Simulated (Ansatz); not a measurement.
# Geometry relaxation of Si2NH6F (part 2 of 2)

Continued. System: Si2NH6F. Method: RKS PBE-D4/def2-SVP (Ansatz 0.2.0). The geometry: force-field start.

Geometry of the input (Å):
```
N  -1.1426  0.0295  -1.4178
Si -0.5033  -0.6118  -0.0269
Si 1.4006  0.4229  0.7665
F  1.2082  1.9757  1.1083
H  -1.5106  1.0122  -1.2452
H  -2.0242  -0.4375  -1.6823
H  -1.5590  -0.5538  0.9843
H  -0.2162  -2.0169  -0.3571
H  1.8958  -0.2301  2.0716
H  2.5345  0.3587  -0.1986
```

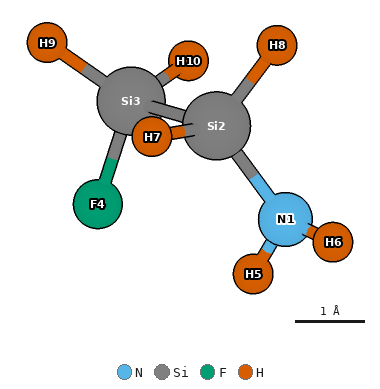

*The geometry at step 11 of the log (ball-and-stick view, seen at a tilt; atoms are numbered from 1 in the order of the input).*

**Trajectory as extended XYZ, continued**
```
10
Properties=species:S:1:pos:R:3:forces:R:3 step=4 energy=-20040.61724
N    -1.1859    0.0685   -1.3954    0.0041   0.2269  -0.0488
Si   -0.5712   -0.6719    0.0710   -0.2277  -0.0831  -0.1845
Si    1.3913    0.4205    0.7605    0.0083   0.0113   0.0055
F     1.0632    2.0007    1.1099   -0.0056  -0.0135  -0.0265
H    -1.2343    1.0939   -1.3971    0.0108  -0.0822  -0.0033
H    -2.0275   -0.2984   -1.8587    0.1685  -0.0581   0.1724
H    -1.5253   -0.7232    1.2463    0.0091  -0.0035   0.0680
H    -0.2104   -2.1021   -0.2418    0.0207  -0.0201   0.0296
H     1.9254   -0.2333    2.0095    0.0048   0.0085  -0.0138
H     2.4578    0.3942   -0.3015    0.0070   0.0138   0.0013
10
Properties=species:S:1:pos:R:3:forces:R:3 step=5 energy=-20040.62374
N    -1.1819    0.0892   -1.3815    0.1167   0.0619   0.0300
Si   -0.5747   -0.6859    0.0661   -0.0834  -0.0191  -0.0666
Si    1.3838    0.4175    0.7573    0.0032  -0.0638  -0.0248
F     1.0607    2.0096    1.0402   -0.0461   0.0532   0.0312
H    -1.2285    1.1116   -1.3623   -0.0403   0.0189  -0.0246
H    -2.0158   -0.2865   -1.8417    0.0032  -0.0198   0.0311
H    -1.5194   -0.7609    1.2481   -0.0118  -0.0024   0.0444
H    -0.2048   -2.1077   -0.2673    0.0084  -0.0357   0.0046
H     1.8990   -0.2053    2.0294    0.0128   0.0315   0.0057
H     2.4648    0.3673   -0.2856    0.0373  -0.0246  -0.0310
10
Properties=species:S:1:pos:R:3:forces:R:3 step=6 energy=-20040.62837
N    -1.1615    0.1111   -1.3743    0.0340  -0.0603   0.0428
Si   -0.5800   -0.6993    0.0665    0.0224  -0.0069   0.0298
Si    1.3826    0.4070    0.7535   -0.0333  -0.0161  -0.0291
F     1.0250    2.0017    0.9946   -0.0040  -0.0002   0.0140
H    -1.2360    1.1312   -1.3236   -0.0295   0.0070  -0.0132
H    -1.9854   -0.2743   -1.8472    0.0237   0.0359   0.0153
H    -1.5229   -0.7786    1.2552    0.0063   0.0086  -0.0320
H    -0.2191   -2.1234   -0.2774   -0.0269   0.0159  -0.0254
H     1.9113   -0.1694    2.0415    0.0011   0.0252   0.0082
H     2.4692    0.3428   -0.2861    0.0062  -0.0091  -0.0105
10
Properties=species:S:1:pos:R:3:forces:R:3 step=7 energy=-20040.63032
N    -1.1430    0.1235   -1.3631    0.0173  -0.0480   0.0309
Si   -0.5783   -0.7122    0.0692    0.0361  -0.0166   0.0587
Si    1.3812    0.4014    0.7513   -0.0201  -0.0008  -0.0042
F     1.0013    1.9976    0.9575    0.0075  -0.0300   0.0000
H    -1.2345    1.1411   -1.2900   -0.0176   0.0025  -0.0084
H    -1.9609   -0.2631   -1.8436   -0.0138   0.0342  -0.0254
H    -1.5262   -0.7930    1.2542    0.0109   0.0054  -0.0314
H    -0.2406   -2.1365   -0.2981   -0.0145   0.0310  -0.0143
H     1.9168   -0.1349    2.0549   -0.0035   0.0249  -0.0155
H     2.4674    0.3250   -0.2896   -0.0023  -0.0026   0.0096
10
Properties=species:S:1:pos:R:3:forces:R:3 step=8 energy=-20040.63135
N    -1.1331    0.1328   -1.3479    0.0002  -0.0208   0.0133
Si   -0.5794   -0.7257    0.0746    0.0326  -0.0151   0.0190
Si    1.3771    0.3936    0.7491    0.0232   0.0462   0.0334
F     0.9792    1.9912    0.9173    0.0063  -0.0435  -0.0075
H    -1.2250    1.1497   -1.2618   -0.0067  -0.0074  -0.0004
H    -1.9454   -0.2453   -1.8441   -0.0141   0.0262  -0.0245
H    -1.5303   -0.8111    1.2548    0.0046  -0.0065  -0.0092
H    -0.2521   -2.1447   -0.3188   -0.0117   0.0192   0.0039
H     1.9248   -0.0978    2.0663   -0.0252   0.0110  -0.0286
H     2.4675    0.3062   -0.2865   -0.0093  -0.0093   0.0005
10
Properties=species:S:1:pos:R:3:forces:R:3 step=9 energy=-20040.63207
N    -1.1271    0.1446   -1.3292   -0.0181  -0.0261  -0.0066
Si   -0.5749   -0.7403    0.0778    0.0014   0.0046  -0.0202
Si    1.3751    0.3909    0.7462    0.0011   0.0605   0.0474
F     0.9626    1.9909    0.8633    0.0222  -0.0789  -0.0083
H    -1.2126    1.1607   -1.2295    0.0000  -0.0069   0.0084
H    -1.9355   -0.2211   -1.8415    0.0023   0.0255  -0.0063
H    -1.5235   -0.8426    1.2563   -0.0105  -0.0053   0.0161
H    -0.2593   -2.1533   -0.3414    0.0079   0.0071   0.0047
H     1.9099   -0.0591    2.0844   -0.0132   0.0221  -0.0521
H     2.4684    0.2781   -0.2836    0.0069  -0.0026   0.0169
10
Properties=species:S:1:pos:R:3:forces:R:3 step=10 energy=-20040.63296
N    -1.1312    0.1561   -1.3133   -0.0117  -0.0338  -0.0002
Si   -0.5731   -0.7524    0.0767   -0.0113   0.0151  -0.0491
Si    1.3730    0.3870    0.7423    0.0166   0.0918   0.0583
F     0.9556    1.9901    0.8032    0.0243  -0.0987  -0.0060
H    -1.2081    1.1713   -1.1994    0.0046  -0.0038   0.0128
H    -1.9392   -0.1961   -1.8355    0.0073   0.0191   0.0053
H    -1.5174   -0.8777    1.2561   -0.0094  -0.0019   0.0210
H    -0.2544   -2.1571   -0.3659    0.0091  -0.0005   0.0022
H     1.8916   -0.0183    2.1012   -0.0230   0.0182  -0.0531
H     2.4864    0.2461   -0.2625   -0.0065  -0.0055   0.0088
10
Properties=species:S:1:pos:R:3:forces:R:3 step=11 energy=-20040.63356
N    -1.1389    0.1700   -1.2950   -0.0065  -0.0268   0.0156
Si   -0.5677   -0.7712    0.0683   -0.0223   0.0432  -0.0308
Si    1.3688    0.3831    0.7411    0.0190   0.1236   0.0124
F     0.9467    1.9885    0.7185    0.0423  -0.1491   0.0047
H    -1.1942    1.1845   -1.1602    0.0109  -0.0227   0.0131
H    -1.9568   -0.1564   -1.8189    0.0215   0.0100   0.0221
H    -1.4980   -0.9222    1.2574   -0.0119  -0.0175  -0.0087
H    -0.2378   -2.1635   -0.4052   -0.0056   0.0065   0.0088
H     1.8562    0.0412    2.1296   -0.0299   0.0201  -0.0730
H     2.5049    0.1950   -0.2328   -0.0176   0.0127   0.0358
10
Properties=species:S:1:pos:R:3:forces:R:3 step=12 energy=-20040.63347 accepted=F
N    -1.1394    0.1768   -1.2810   -0.0266  -0.0082   0.0067
Si   -0.5669   -0.7807    0.0704   -0.0209   0.0183  -0.0838
Si    1.3709    0.3831    0.7275   -0.0081   0.1374   0.0854
F     0.9445    1.9874    0.6672    0.0499  -0.1693  -0.0042
H    -1.1805    1.1908   -1.1340    0.0127  -0.0373   0.0074
H    -1.9660   -0.1331   -1.8017    0.0278   0.0111   0.0260
H    -1.5047   -0.9582    1.2515    0.0307   0.0129  -0.0007
H    -0.2340   -2.1677   -0.4177   -0.0004   0.0076   0.0037
H     1.8251    0.0685    2.1333   -0.0040   0.0261  -0.0677
H     2.5342    0.1820   -0.2127   -0.0612   0.0012   0.0272
10
Properties=species:S:1:pos:R:3:forces:R:3 step=13 energy=-20040.63463
N    -1.1383    0.1720   -1.2904   -0.0115  -0.0081   0.0088
Si   -0.5669   -0.7763    0.0671   -0.0215   0.0040  -0.0279
Si    1.3688    0.3832    0.7362    0.0080   0.0974   0.0161
F     0.9452    1.9861    0.6936    0.0218  -0.0971  -0.0006
H    -1.1803    1.1863   -1.1494    0.0085  -0.0163   0.0075
H    -1.9671   -0.1420   -1.8043    0.0167   0.0076   0.0132
H    -1.5021   -0.9428    1.2510    0.0067   0.0058  -0.0016
H    -0.2382   -2.1672   -0.4110    0.0065   0.0053   0.0011
H     1.8442    0.0590    2.1299   -0.0162   0.0042  -0.0255
H     2.5178    0.1906   -0.2197   -0.0188  -0.0027   0.0089
10
Properties=species:S:1:pos:R:3:forces:R:3 step=14 energy=-20040.63512
N    -1.1375    0.1759   -1.2830   -0.0322   0.0006  -0.0047
Si   -0.5653   -0.7847    0.0644    0.0047   0.0027  -0.0150
Si    1.3673    0.3829    0.7311   -0.0212   0.0526   0.0113
F     0.9399    1.9826    0.6589    0.0163  -0.0547  -0.0017
H    -1.1639    1.1897   -1.1331    0.0073  -0.0203   0.0031
H    -1.9774   -0.1225   -1.7884    0.0207   0.0101   0.0108
H    -1.4984   -0.9613    1.2489    0.0115   0.0049  -0.0075
H    -0.2300   -2.1711   -0.4223   -0.0023   0.0031   0.0003
H     1.8217    0.0799    2.1347    0.0072   0.0044  -0.0028
H     2.5267    0.1776   -0.2083   -0.0120  -0.0034   0.0063
10
Properties=species:S:1:pos:R:3:forces:R:3 step=15 energy=-20040.63547
N    -1.1389    0.1811   -1.2743   -0.0472   0.0229  -0.0107
Si   -0.5619   -0.7953    0.0592   -0.0041  -0.0061  -0.0001
Si    1.3642    0.3823    0.7291   -0.0081   0.0306  -0.0001
F     0.9348    1.9787    0.6151    0.0103  -0.0375   0.0001
H    -1.1460    1.1941   -1.1137    0.0047  -0.0363  -0.0052
H    -1.9914   -0.0987   -1.7701    0.0393   0.0122   0.0191
H    -1.4922   -0.9870    1.2439    0.0128   0.0061  -0.0089
H    -0.2244   -2.1765   -0.4407    0.0015   0.0052   0.0000
H     1.8031    0.1129    2.1442    0.0022   0.0028   0.0005
H     2.5361    0.1572   -0.1900   -0.0114   0.0001   0.0053
10
Properties=species:S:1:pos:R:3:forces:R:3 step=16 energy=-20040.63558
N    -1.1405    0.1840   -1.2701   -0.0421   0.0229  -0.0066
Si   -0.5608   -0.7998    0.0567    0.0010  -0.0037   0.0020
Si    1.3627    0.3810    0.7286   -0.0026   0.0166  -0.0025
F     0.9321    1.9750    0.5944    0.0067  -0.0167   0.0015
H    -1.1393    1.1962   -1.1050    0.0038  -0.0340  -0.0069
H    -1.9974   -0.0880   -1.7623    0.0375   0.0098   0.0176
H    -1.4879   -0.9971    1.2424    0.0062   0.0008  -0.0069
H    -0.2199   -2.1776   -0.4497   -0.0026   0.0027   0.0004
H     1.7943    0.1281    2.1492   -0.0011   0.0013  -0.0031
H     2.5398    0.1470   -0.1813   -0.0070   0.0003   0.0045
10
Properties=species:S:1:pos:R:3:forces:R:3 step=17 energy=-20040.63565
N    -1.1417    0.1857   -1.2669   -0.0267   0.0146  -0.0001
Si   -0.5595   -0.8030    0.0551   -0.0022   0.0037  -0.0012
Si    1.3613    0.3814    0.7280    0.0058  -0.0012   0.0003
F     0.9327    1.9744    0.5816   -0.0003  -0.0028   0.0004
H    -1.1349    1.1972   -1.0995    0.0023  -0.0212  -0.0063
H    -2.0006   -0.0816   -1.7572    0.0239   0.0054   0.0095
H    -1.4841   -1.0045    1.2413   -0.0008  -0.0020  -0.0007
H    -0.2186   -2.1789   -0.4561    0.0006   0.0009   0.0004
H     1.7872    0.1379    2.1520   -0.0018   0.0015  -0.0047
H     2.5414    0.1403   -0.1757   -0.0007   0.0012   0.0024
```

**Results in brief**

| quantity | value |
| --- | --- |
| outcome | converged |
| total energy | −20040.6357 eV |
| mean-field energy | −20040.4374 eV |
| dispersion energy | −0.1983 eV |
| SCF solution under orbital rotations | stable |
| largest force (length of the vector) at the end | 0.030 eV/Å |
| dipole moment | 1.26 D |
| hardware | 2 threads of Arm Neoverse V1, 23 GiB of memory available, shared host |
| wall time | 28 s (CPU time 54 s) |
| peak memory | 0.13 GiB |
